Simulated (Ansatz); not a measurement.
CH₄FO₂Si (doublet)

| atom | x (Å) | y (Å) | z (Å) |
| --- | --- | --- | --- |
| C | -1.4106 | 0.5877 | 0.3539 |
| F | 1.4267 | -0.5064 | -0.8985 |
| O | -0.1518 | 0.5392 | 0.9968 |
| O | 2.4832 | 0.1960 | 1.3927 |
| Si | 1.3395 | 0.6216 | 0.2729 |
| H | -1.6403 | 1.6035 | -0.0142 |
| H | -1.4601 | -0.1131 | -0.4973 |
| H | -2.1828 | 0.3042 | 1.0849 |
| H | 2.4349 | 0.6400 | 2.2489 |

Geometry: B3LYP-D3(BJ)/def2-SVP.

Computed with isolated molecule in a Gaussian basis; Kohn-Sham density functional theory, functional PBE0 (Ansatz 0.2.0).

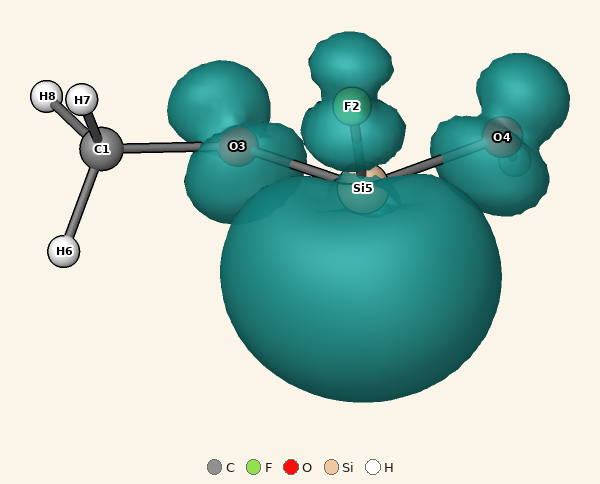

Figure 1. Isosurfaces of the spin density at +0.015 (teal) and −0.015 e/Å³ (pink), seen from one side.

**Where is the unpaired spin?**

The unpaired spin (1 electron) lies mostly on Si5 (about 0.7), O3 (about 0.1) and O4 (about 0.1), in electrons by Hirshfeld's partition.

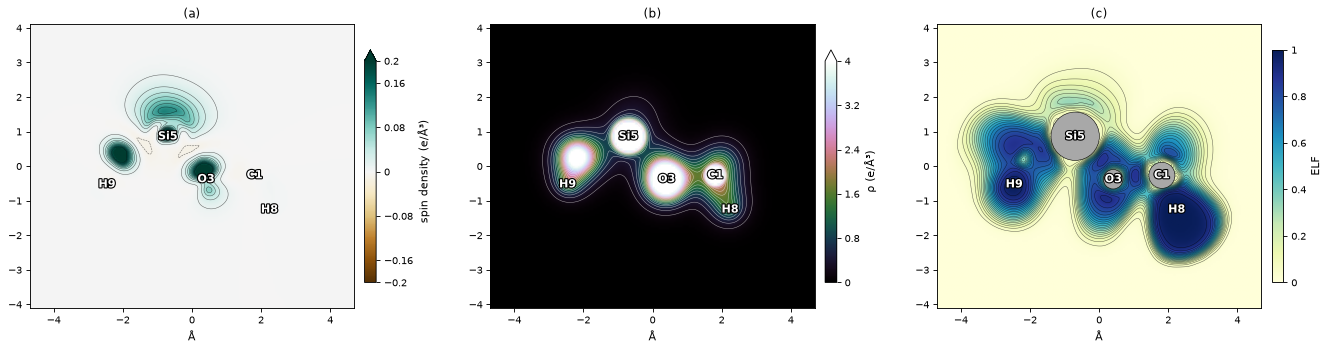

Figure 2. (a) spin density; (b) total electron density; (c) electron localisation function on the plane of atoms C1, O3 and Si5. Grey discs cover the atomic cores in the ELF map.

**Describe what can be read from this map.**

- The section cuts through C, O, Si and H sites.
- C–O (1.41 Å): ρ at the midpoint is about 2 e/Å³, with its minimum of 1.7 e/Å³ about 0.5 Å from C; the ELF peaks at about 0.90 between the atoms, as expected for a polar covalent bond.
- Si–O (1.66 Å): ρ is about 1.1 e/Å³ halfway; the ELF peaks at about 0.85 between the atoms, as expected for a polar covalent bond.
- C–H (1.10 Å): ρ is about 2 e/Å³ halfway; the ELF climbs to about 1 towards the hydrogen, as it does in any bond to H (a covalent bond by its length).
- The ELF also peaks beside O3 and O4, away from the bonds: non-bonding electrons, paired or unpaired.

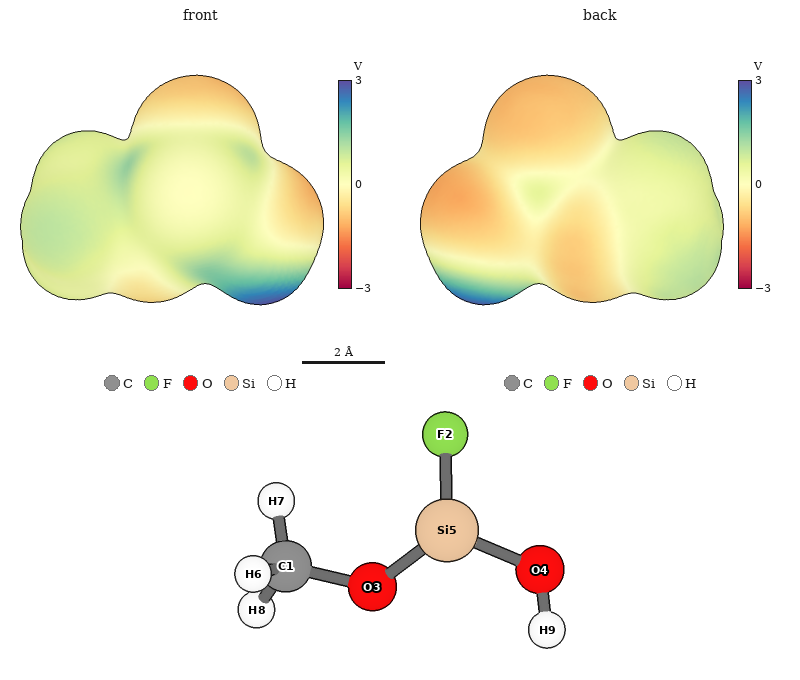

Figure 3. The electrostatic potential painted on the density surface at 0.002 e/bohr³, seen from the front and from behind; red is negative and blue positive. The bare structure is drawn below in the same view.

**Where is the surface potential most negative and most positive?**

The most negative region (about −1.2 V) lies over O4, the most positive (about +2.9 V) over H9. O4 is the likeliest acceptor of a hydrogen bond.
